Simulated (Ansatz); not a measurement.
# Phonons of LaAgPt in the AlB2 type, part 2 of 2

The plan: relax LaAgPt in the AlB2 type, check its phonons, and, if the lattice is stable, compute its Eliashberg function and ρ(T).

Ansatz 0.2.0; DFT LDA, scalar-relativistic, plane waves, PAW; PAW set soft_1.

So far. Step 2 (Relaxing cell and atoms): The largest force is now zero by symmetry and the largest stress component 0.0097 GPa. Step 3 (Tight relaxation): The largest force is now zero by symmetry and the largest stress component 0.0091 GPa, small enough for phonons. The relaxed cell has a = 4.569, c = 3.649 Å (conventional setting).

The structure was built from a prototype and need not be the compound's stable phase.

### 4. Lattice stability: q 2×2×2, k 4×4×4

Couplings are defined for a stable lattice alone, so phonons come first.

Input file input.yaml:

```yaml
crystal:
  lattice:
    - [4.5691725199, 3.1136e-06, 0.0]
    - [-2.2845889564, 3.9570179197, 0.0]
    - [0.0, 0.0, 3.6494168305]
  atoms:
    - { symbol: La, position: [0.0, 0.0, 0.0] }
    - { symbol: Ag, position: [0.3333333333, 0.6666666667, 0.5] }
    - { symbol: Pt, position: [0.6666666667, 0.3333333333, 0.5] }
kpoints:
  mp_grid: { grid: [4, 4, 4] }
hamiltonian:
  xc: lda
  pseudopotentials: { kind: paw, azcp: { folder: soft_1 }, xc_functional: pbe }
scf:
  occupations: { method: methfessel_paxton, width: 0.2 }
output:
  eigenvalues: true
phonons:
  method: dfpt
  qmesh: [2, 2, 2]
  temperatures: { t_max: 1000, t_step: 50 }
  qpath:
    path:
      - [[0.0, 0.0, 0.0], [0.5, 0.0, 0.0], [0.33333333, 0.33333333, 0.0], [0.0, 0.0, 0.0], [0.0, 0.0, 0.5], [0.5, 0.0, 0.5], [0.33333333, 0.33333333, 0.5], [0.0, 0.0, 0.5]]
      - [[0.5, 0.0, 0.5], [0.5, 0.0, 0.0]]
      - [[0.33333333, 0.33333333, 0.5], [0.33333333, 0.33333333, 0.0]]
    npoints: 10
```

Launch:

```
$ ansatz run input.yaml --threads 4 --pin off --max-ram 12288MiB --backend cpu --events-out ev --progress --plain --runs-dir out
```

Numbers of over 12 decimals in the logs are rounded to 6 here.

Output:

```text
Warning: phonons: the dynamical matrix that this run interpolates holds no multipole term above the dipole-dipole one, and a site of this crystal is no centre of inversion, so its interpolated transverse optical and acoustic branches and sound speeds can stay off near Gamma, and the density of states and the thermodynamics with them. What a run solves at a wave vector of phonons.qpoints, Gamma apart, where the deck admits one, is free of this, and under fd what a larger phonons.supercell samples
[...]
Crystal: 3 atoms, lattice volume = 65.983 Å³
Basis set: ecut = 420 eV, 1303 PW (Γ), exchange–correlation on 64×64×50 points (8 copies of the dense FFT grid, shifted against one another)
Bands: 29, of which v1, the nominal top of the filled ones, is band 24 counted from 1 (23 counted from 0)
Symmetry: 12 space group operations
k-points: 12 of 64 (time reversal used)
[...]
SCF iter   1: F=—  HF=-25792.195493 eV  |F-HF|=—  |Δ(HF+E_count)|=         —  Δρ=4.01e-1  dr2=2.11e2  ethr=3.10e-3  ⟨swp⟩=4.7  Hψ=2405  notcnv=0
[...]
SCF iter  16: F=-25782.585000 eV  HF=-25782.585000 eV  |F-HF|=7.28e-12  |Δ(HF+E_count)|=  1.46e-11  S|Δr|=    0.00e0  Δρ=5.84e-8  dr2=3.33e-12  ethr=1.00e-12  ⟨swp⟩=7.8  Hψ=1801  notcnv=0
SCF 1 converged in 16 iterations: F = -25782.585000 eV  dr2 = 3.33e-12
[...]
SCF iter   1: F=—  HF=-25782.585007 eV  |F-HF|=—  |Δ(HF+E_count)|=         —  Δρ=5.01e-7  dr2=1.34e-10  ethr=1.30e-7  ⟨swp⟩=3.5  Hψ=2237  notcnv=0
eigensolver tolerance schedule: the retry pair's looser diagonalisation over-reported the residual by 465935.91 of it (diagonalisation noise at an unbounded share of the residual, at the tolerance the schedule requests for it); recorded, not acted on — ethr = c·dr2/N_el stays at c = 1.0e-1
[...]
SCF iter   2: F=—  HF=-25782.585000 eV  |F-HF|=—  |Δ(HF+E_count)|=   7.15e-6  S|Δr|=    0.00e0  Δρ=3.31e-7  dr2=6.55e-11  ethr=1.00e-12  ⟨swp⟩=4.0  Hψ=1052  notcnv=0
[...]
SCF iter   4: F=-25782.585000 eV  HF=-25782.585000 eV  |F-HF|=0.00e0  |Δ(HF+E_count)|=    0.00e0  S|Δr|=    0.00e0  Δρ=1.06e-7  dr2=6.20e-12  ethr=1.00e-12  ⟨swp⟩=3.0  Hψ=752  notcnv=0
SCF 2 converged in 4 iterations: F = -25782.585000 eV  dr2 = 6.20e-12
phonons: the bands overlap, so this run is a metal and interpolates without the dipole-dipole term. If the crystal is really an insulator or semiconductor, its LO-TO splitting is missing
NSCF: frozen V_eff on 12 k-points
[...]
DFPT response loops at q = (0, 0, 0) (fractional): preconditioner auto → Kerker (q_TF=auto, 2.587 Å⁻¹) (partly filled bands, converged f_vac=0.000); β = 1.00, the filter's whole step (`scf.mixing.beta` (0.50) is not read by the response loops under this deck's `scf.mixing.preconditioner`; to damp them name `kerker` or `kerker_dos`, under which they read `scf.mixing.beta`, and type it under 1.00, their step now; both keys bind the ground state too); Broyden in place of MSR1
[...]
SCF converged after 16 iterations
Stability not checked: this state was not tested for a lower state beside it, because cold or Methfessel-Paxton smearing, or corrected tetrahedra, fill the levels in a way that the test cannot read (fill_not_monotonic; see scf.lower_state_search)
Free energy (F): -25782.585000 eV
[...]
Internal energy: -25782.594143 eV  (E = F + TS)
E sigma→0 (E₀):  -25782.587286 eV
Entropy (-TS):   0.009143 eV (3.048 meV/atom)
Fermi energy:    15.614882 eV
Step filling:    the computed levels leave a gap of 0.2552 eV = 1.3 smearing widths at the electron count; against every level under it full and every level over it empty, smearing changes F+E_penalty+E_count by +5.822 meV and its σ→0 estimate by +3.536 meV
[...]
--- Band table (eV; the first three rows and the last of 12) ---
  k-point 0: bands = [... 20 lower, 12.5635, 13.3329, 13.3329, 16.0071, 16.0071, 16.5123, 17.6120, 17.6788, ... 6 higher]
  k-point 1: bands = [... 20 lower, 13.0892, 13.3239, 13.3239, 16.7722, 16.8327, 16.8327, 17.3058, 17.6574, ... 6 higher]
  k-point 2: bands = [... 20 lower, 13.2019, 13.2019, 13.4392, 14.6015, 17.3165, 17.3165, 17.3940, 17.6653, ... 6 higher]
  k-point 11: bands = [... 20 lower, 13.3336, 13.4356, 14.4699, 14.6828, 16.1190, 16.2522, 17.1570, 17.5841, ... 6 higher]
--- Phonons (Γ-DFPT): 6 representative perturbations + reference (Σ response iterations 18) ---
  ASR residual: 9.793e-5 → 0.000e0 eV/Å²; symmetrization residual: 2.821e-5 eV/Å²
  ASR residual per site (eV/Å²): 1.53e-5 4.84e-5 9.79e-5
  Γ frequencies (cm⁻¹): 0.00 0.00 0.00 31.64 93.19 93.19 94.87 176.16 176.16
--- Phonons (arbitrary-q DFPT): 4 irreducible q on the 2×2×2 mesh ---
  q = [0.0000, 0.0000, 0.0000] (star 1, of the zone-centre solve; hermiticity 6.21e-6, symmetrization 2.64e-7): -0.00 -0.00 0.00 31.64 93.19 93.19 94.87 176.16 176.16
  q = [0.0000, 0.0000, -0.5000] (star 1, 6 solved perturbations in 126 linear systems a pass and spin channel, the states on 30 of 64 k-point pairs; hermiticity 6.99e-6, symmetrization 4.67e-7): 7.24 46.32 46.32 67.89 71.17 71.17 128.72 173.32 173.32
[...]
sum rule: each row above includes the acoustic sum rule's correction from the zone centre's row sums; it moved no ω² by more than (0.37 cm⁻¹)²
  mesh force constants: q→R imaginary residual 1.63e-17; ASR residual 9.793e-5 → 0.000e0 eV/Å²; symmetrization residual 8.882e-15 eV/Å²
  interpolated dispersion: 93 rows × 9 modes
  density of states and harmonic sums: on the 16×16×18 q-mesh, interpolated from the force constants of a 2×2×2 supercell (no non-analytic term)
  largest difference from the sums on the solved wave vectors: F 1.79e-1 eV, S 2.26e-4 and C_V 4.73e-5 eV/K
  zero-point energy: 0.048914 eV/cell   skipped modes (ω ≤ 0): 176, of them read as no rigid motion or as one in doubt: 173 (5.833e-1 modes/cell left out, lowest -43.08 cm⁻¹)   left out of the sums: 6.49e-2 of the cell's modes: C_V's classical limit lies that fraction below 3 k_B per atom; for a crystal, a wire or a layer, F and S can be off by more, and a phonons.interpolated_qmesh denser along its periods is the remedy for the sampling
```

Elapsed: 62 s, on 4 threads of Arm Neoverse V1, shared host; peak memory 0.6 GiB.

The column dr2 measures how far the density is from self-consistency, as an energy; F and HF (Harris–Foulkes) agree once it is small.

This step gave:

```yaml
share_of_imaginary_modes_in_the_plain_interpolation_between_solved_wavevectors: 0.063
highest_frequency_solved_or_plainly_interpolated: 189.6 cm⁻¹
```

Solved on the 2×2×2 mesh alone; all other wavevectors are interpolated. The phonon branches at the labelled points (cm⁻¹):

| point | branch 1 | branch 2 | branch 3 | branch 4 | branch 5 | branch 6 | branch 7 | branch 8 | branch 9 |
| --- | --- | --- | --- | --- | --- | --- | --- | --- | --- |
| Γ | 0 | 0 | 0 | 32 | 93 | 93 | 95 | 176 | 176 |
| M | -21 | 33 | 61 | 83 | 92 | 94 | 111 | 165 | 182 |
| K | 23 | 36 | 69 | 84 | 89 | 97 | 107 | 161 | 186 |
| Γ | 0 | 0 | 0 | 32 | 93 | 93 | 95 | 176 | 176 |
| A | 7 | 46 | 46 | 68 | 71 | 71 | 129 | 173 | 173 |
| L | -43 | 24 | 28 | 83 | 83 | 100 | 113 | 169 | 183 |
| H | -42 | -32 | -8 | 84 | 102 | 102 | 116 | 154 | 190 |
| A | 7 | 46 | 46 | 68 | 71 | 71 | 129 | 173 | 173 |
| jump to L | -43 | 24 | 28 | 83 | 83 | 100 | 113 | 169 | 183 |
| M | -21 | 33 | 61 | 83 | 92 | 94 | 111 | 165 | 182 |
| jump to H | -42 | -32 | -8 | 84 | 102 | 102 | 116 | 154 | 190 |
| K | 23 | 36 | 69 | 84 | 89 | 97 | 107 | 161 | 186 |

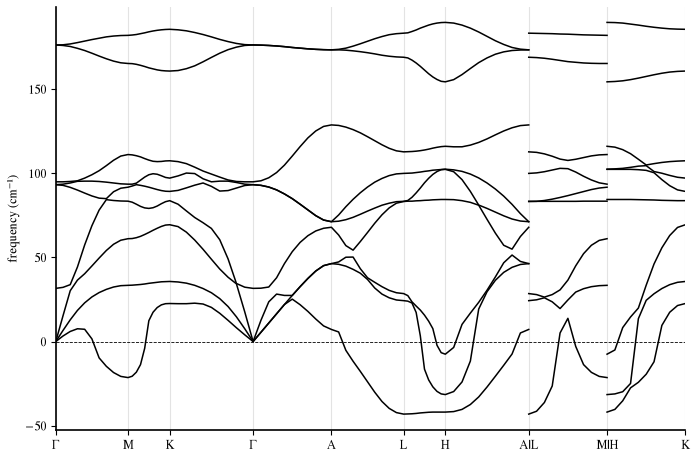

Phonon branches along the path.

Lowest modes at the softest wavevector of the mesh. The modes at q = (0.000, 0.500, 0.500) (shares of kinetic energy by element, %) (negative means imaginary):

| mode | frequency (cm⁻¹) | La % | Ag % | Pt % |
| --- | --- | --- | --- | --- |
| 1 | -43.1 | 33 | 58 | 9 |
| 2 | 24.3 | 0 | 12 | 88 |
| 3 | 28.5 | 0 | 29 | 71 |
| 4 | 83.2 | 12 | 21 | 67 |
| 5 | 83.3 | 100 | 0 | 0 |
| 6 | 99.9 | 67 | 31 | 2 |

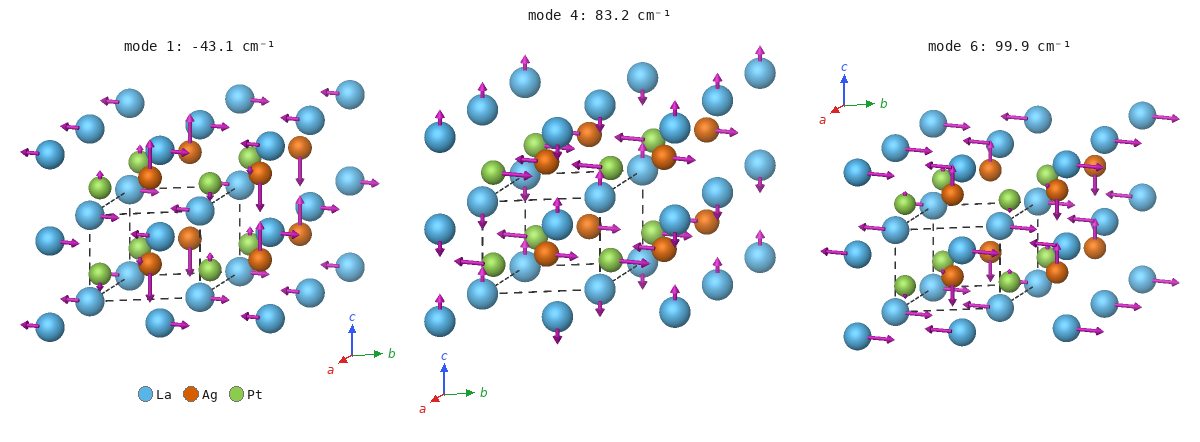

Displacement patterns of modes 1, 4 and 6 at q = (0.000, 0.500, 0.500); arrows are exaggerated. 2×2×2 cells are drawn. Some periodic images of atoms are drawn too.

Among the solved wavevectors the lowest mode, translations apart, is -43.1 cm⁻¹, imaginary.

### 5. Lattice stability: q 3×3×2, k 6×6×6

An imaginary mode on so few k-points may come from the sampling, so the phonons are repeated with another q and k mesh.

input.yaml, as its differences from that of step 4:

```diff
@@ -10,3 +10,3 @@
 kpoints:
-  mp_grid: { grid: [4, 4, 4] }
+  mp_grid: { grid: [6, 6, 6] }
 hamiltonian:
@@ -20,3 +20,3 @@
   method: dfpt
-  qmesh: [2, 2, 2]
+  qmesh: [3, 3, 2]
   temperatures: { t_max: 1000, t_step: 50 }
```

Output:

```text
[...]
Crystal: 3 atoms, lattice volume = 65.983 Å³
Basis set: ecut = 420 eV, 1303 PW (Γ), exchange–correlation on 64×64×50 points (8 copies of the dense FFT grid, shifted against one another)
Bands: 29, of which v1, the nominal top of the filled ones, is band 24 counted from 1 (23 counted from 0)
Symmetry: 12 space group operations
k-points: 28 of 216 (time reversal used)
[...]
SCF iter   1: F=—  HF=-25792.198447 eV  |F-HF|=—  |Δ(HF+E_count)|=         —  Δρ=3.98e-1  dr2=2.08e2  ethr=3.10e-3  ⟨swp⟩=4.6  Hψ=5594  notcnv=0
[...]
SCF iter  16: F=-25782.592470 eV  HF=-25782.592470 eV  |F-HF|=7.28e-12  |Δ(HF+E_count)|=  1.46e-11  S|Δr|=    0.00e0  Δρ=4.74e-8  dr2=2.64e-12  ethr=1.00e-12  ⟨swp⟩=7.0  Hψ=4172  notcnv=0
SCF 1 converged in 16 iterations: F = -25782.592470 eV  dr2 = 2.64e-12
[...]
SCF iter   4: F=-25782.592470 eV  HF=-25782.592470 eV  |F-HF|=3.64e-12  |Δ(HF+E_count)|=  7.28e-12  S|Δr|=    0.00e0  Δρ=8.85e-8  dr2=4.25e-12  ethr=1.00e-12  ⟨swp⟩=3.0  Hψ=1749  notcnv=0
SCF 2 converged in 4 iterations: F = -25782.592470 eV  dr2 = 4.25e-12
[...]
SCF converged after 16 iterations
[...]
Free energy (F): -25782.592470 eV
[...]
Internal energy: -25782.593593 eV  (E = F + TS)
E sigma→0 (E₀):  -25782.592751 eV
Entropy (-TS):   0.001123 eV (0.374 meV/atom)
Fermi energy:    15.807285 eV
[...]
--- Band table (eV; the first three rows and the last of 28) ---
  k-point 0: bands = [... 20 lower, 12.5500, 13.3089, 13.3089, 16.0083, 16.0083, 16.5191, 17.6285, 17.6965, ... 6 higher]
  k-point 1: bands = [... 20 lower, 12.7435, 13.3315, 13.3315, 16.4462, 16.4462, 16.8859, 17.4154, 17.7141, ... 6 higher]
  k-point 2: bands = [... 20 lower, 13.2464, 13.2464, 13.3852, 15.9050, 17.1440, 17.1440, 17.4382, 17.6447, ... 6 higher]
  k-point 27: bands = [... 20 lower, 13.3265, 13.4481, 14.3931, 14.4285, 16.0539, 16.1726, 17.5203, 17.7714, ... 6 higher]
[...]
ASR residual: 4.824e-5 → 0.000e0 eV/Å²; symmetrization residual: 2.411e-5 eV/Å²
  ASR residual per site (eV/Å²): 2.74e-5 4.82e-5 4.78e-5
  Γ frequencies (cm⁻¹): 0.00 0.00 0.00 32.19 85.18 85.18 97.87 176.10 176.10
--- Phonons (arbitrary-q DFPT): 6 irreducible q on the 3×3×2 mesh ---
[...]
interpolated dispersion: 93 rows × 9 modes
[...]
```

Run time: 4.9 min. Hardware: 4 threads; peak memory 1.1 GiB.

Numbers from this step:

```yaml
share_of_imaginary_modes_in_the_plain_interpolation_between_solved_wavevectors: 0.089
highest_frequency_solved_or_plainly_interpolated: 191.1 cm⁻¹
```

Solved on the 3×3×2 mesh alone; all other wavevectors are interpolated. The phonon branches at the labelled points (cm⁻¹):

```
    point  branch 1  branch 2  branch 3  branch 4  branch 5  branch 6  branch 7  branch 8  branch 9
        Γ         0         0         0        32        85        85        98       176       176
        M       -25        37        62        77        89        90       105       164       186
        K        20        40        67        71        78        87       107       165       188
        Γ         0         0         0        32        85        85        98       176       176
        A       -16        50        50        62        67        67       134       175       175
        L       -40        13        28        76        85        98       110       171       183
        H       -41       -29        -7        72       105       110       123       157       191
        A       -16        50        50        62        67        67       134       175       175
jump to L       -40        13        28        76        85        98       110       171       183
        M       -25        37        62        77        89        90       105       164       186
jump to H       -41       -29        -7        72       105       110       123       157       191
        K        20        40        67        71        78        87       107       165       188
```

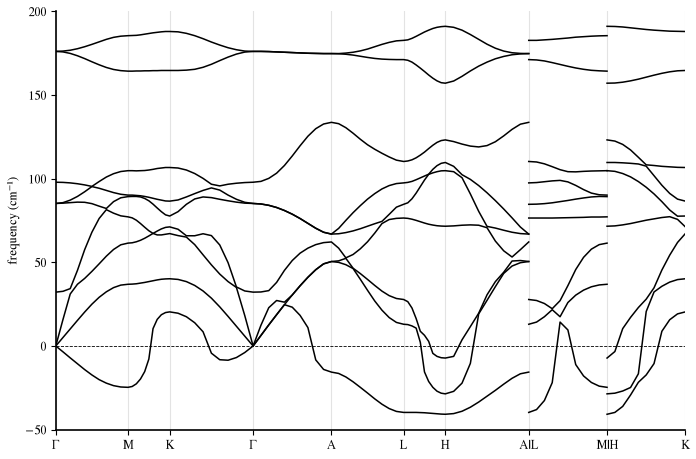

Phonon branches along the path.

Lowest modes at the softest wavevector of the mesh. Modes at q = (0.333, 0.333, 0.500), with each element's share of the kinetic energy (negative means imaginary):

| mode | frequency (cm⁻¹) | La % | Ag % | Pt % |
| --- | --- | --- | --- | --- |
| 1 | -40.8 | 33 | 67 | 0 |
| 2 | -28.6 | 3 | 33 | 65 |
| 3 | -7.2 | 4 | 0 | 96 |
| 4 | 71.6 | 96 | 0 | 4 |
| 5 | 104.8 | 67 | 33 | 0 |
| 6 | 109.7 | 0 | 0 | 100 |

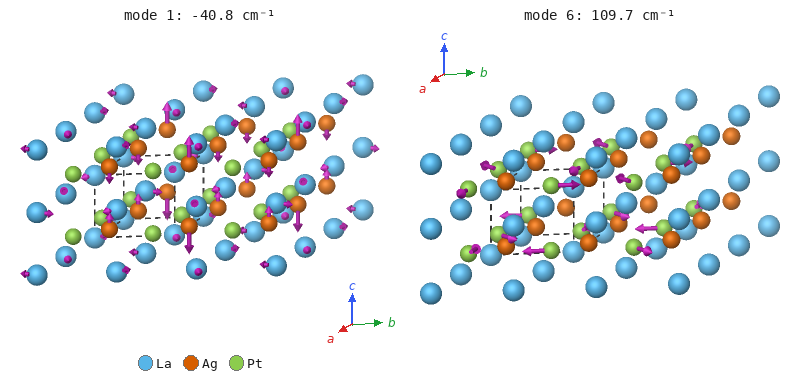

Displacement patterns of modes 1 and 6 at q = (0.333, 0.333, 0.500); arrows are exaggerated. 3×3×2 cells are drawn. Some periodic images of atoms are drawn too.

The modes has structure finer than the step of the table below, so its rows give means over 10 cm⁻¹, whole bins alone (the curve runs from -50.3 to 207 cm⁻¹). Peaks (cm⁻¹: height): Ag -13.1: 0.0117, 33.8: 0.0160, 96.8: 0.0189, 166.4: 0.0723, 184.1: 0.0605; La 74.2: 0.0867, 96.8: 0.0566; Pt -11.5: 0.0167, 32.2: 0.0553, 85.5: 0.0273, 104.9: 0.0322, 184.1: 0.0248.

Phonopy on the run's constants, 15x15x15 mesh, Gaussian sigma 2.0 cm⁻¹. Table of modes by wavenumber; means over each step; values in 1/cm⁻¹/cell:

```
wavenumber (cm⁻¹)       Ag       La       Pt
              -40  0.00480  0.00254   2.6e-4
              -30  0.00865  0.00387  0.00261
              -20   0.0106  0.00438   0.0113
              -10  0.00922  0.00441   0.0137
                0  0.00264  0.00127  0.00542
               10  0.00619  0.00299   0.0176
               20  0.00934  0.00477   0.0322
               30   0.0114  0.00656   0.0501
               40   0.0147  0.00809   0.0236
               50   0.0118  0.00560  0.00474
               60   0.0116  0.00524  0.00862
               70  0.00980   0.0453   0.0136
               80  0.00699   0.0463   0.0175
               90   0.0142   0.0547   0.0196
              100   0.0148   0.0494   0.0191
              110  0.00254   0.0273   0.0146
              120   5.2e-4   0.0170  0.00295
              130   2.6e-5  0.00247   1.1e-4
              140        0   4.2e-5   3.0e-7
              150   7.8e-5   1.6e-6   8.0e-7
              160   0.0223  0.00165  0.00228
              170   0.0571  0.00371   0.0123
              180   0.0484  0.00134   0.0184
              190   0.0223   8.8e-4  0.00942
              200   3.3e-5   2.5e-6   1.3e-5
```

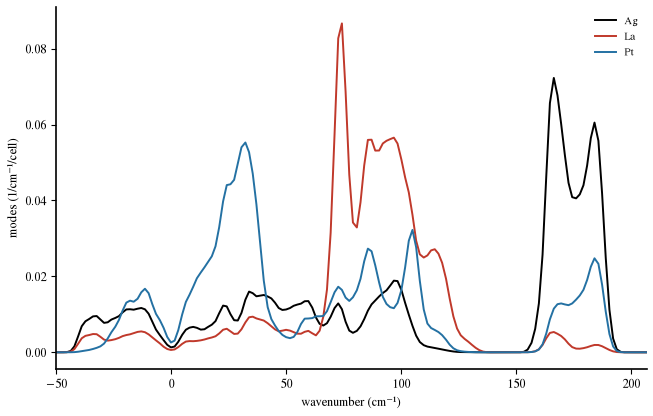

Modes, plotted against wavenumber.

No LO-TO term; unit eigenvectors of the mass-weighted matrix. Modes at Γ, with each element's share of the kinetic energy:

| mode | frequency (cm⁻¹) | symmetry | La % | Ag % | Pt % |
| --- | --- | --- | --- | --- | --- |
| 1 | 0.0 | unnamed | 31 | 24 | 44 |
| 2 | 0.0 | unnamed | 31 | 24 | 44 |
| 3 | 0.0 | unnamed | 31 | 24 | 44 |
| 4 | 32.2 | A2'' | 11 | 37 | 53 |
| 5 | 85.2 | E' | 66 | 3 | 31 |
| 6 | 85.2 | E' | 66 | 3 | 31 |
| 7 | 97.9 | A2'' | 58 | 39 | 3 |
| 8 | 176.1 | E' | 3 | 73 | 25 |
| 9 | 176.1 | E' | 3 | 73 | 25 |

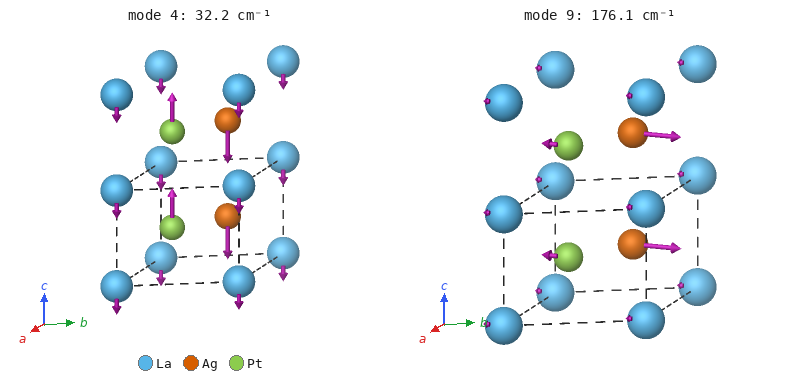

Displacement patterns of modes 4 and 9 at Γ; arrows are exaggerated. 1×1×2 cells are drawn. Some periodic images of atoms are drawn too.

Among the solved wavevectors the lowest mode, translations apart, is -40.8 cm⁻¹, imaginary.

### 6. Outcome

* phonon run of the rows without a label of their own: LDA, q 3×3×2, k 6×6×6
* softest mode on the q mesh: -40.8 cm⁻¹ at q = (0.333, 0.333, 0.5)
* highest frequency, solved or plainly interpolated: 191 cm⁻¹

What this shows: The lattice is dynamically unstable at this level: a mode at q = (0.333, 0.333, 0.5) is imaginary, 40.8i cm⁻¹, so no harmonic coupling constant or resistivity is defined for this structure. These meshes are coarse, and single modes of a metal can move by tens of cm⁻¹ with the k mesh. The coarser mesh found an imaginary mode at another wavevector, which this mesh lacks. Spin–orbit coupling, left out here, matters for Pt. The phonon runs are not spin-polarised. The PAW files were made for PBE; under other functionals the run regenerates their frozen core. The structure was built by hand as an ordered model, and its stability against other phases was not tested.

[Logs are printed without paths, hosts, clocks, repeated set-up lines and the standing remarks that a program may print on its own settings, such as how far it seeks lower states.]

[Hosts, paths, dates, database ids (printed as entryN), source tags and the programs' standing remarks are cut or masked in the printed files.]
